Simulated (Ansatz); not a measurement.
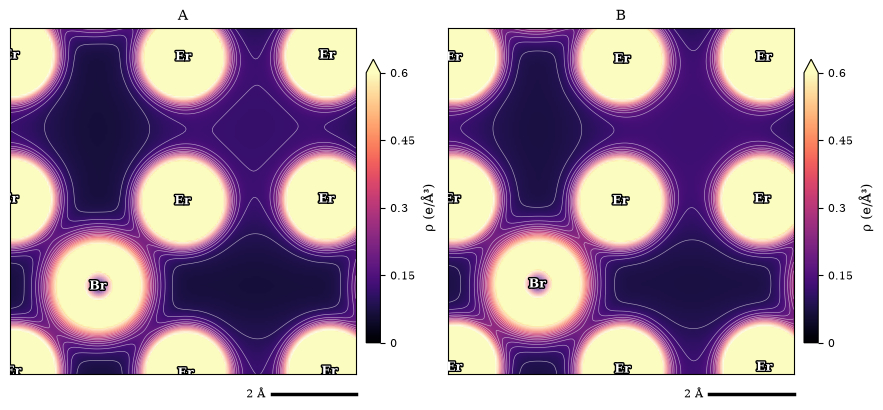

Er$_{4}$Br. The valence pseudo-density of two cells that differ in size, on the (111) plane of each (indices in the axes of the calculation cell), at one length scale and on one colour scale: A has 29.9 Å³ an atom and B 28.1.

Space group Cmmm; a generated structure, not necessarily the stable one; computed without spin polarisation; no Hubbard U on the f states and no spin–orbit coupling.

These are results of DFT PBE, scalar-relativistic, plane waves, PAW; 4f electrons in the core of a trivalent norm-conserving potential in Ansatz 0.2.0, not measurements.

The larger cell:

```
Er Br
1.0
     3.98362   -5.29170    0.00000
     3.98362    5.29170    0.00000
     0.00000    0.00000    3.54374
Er Br
4 1
Direct
  0.76963 0.23037 0.50000
  0.20474 0.20474 0.00000
  0.79526 0.79526 0.00000
  0.23037 0.76963 0.50000
  0.50000 0.50000 0.50000
```

The smaller cell: a = 6.498 Å, b = 6.498 Å, c = 3.467 Å, α = 90.00°, β = 90.00°, γ = 106.41°.

### What does the compression do to the bonding and the properties?

From the larger cell to the smaller, Er–Br goes from 2.85 to 2.79 Å, and the density at its midpoint from 0.23 to 0.25 e/Å³; the pressure goes from 0.0 to 3.1 GPa.
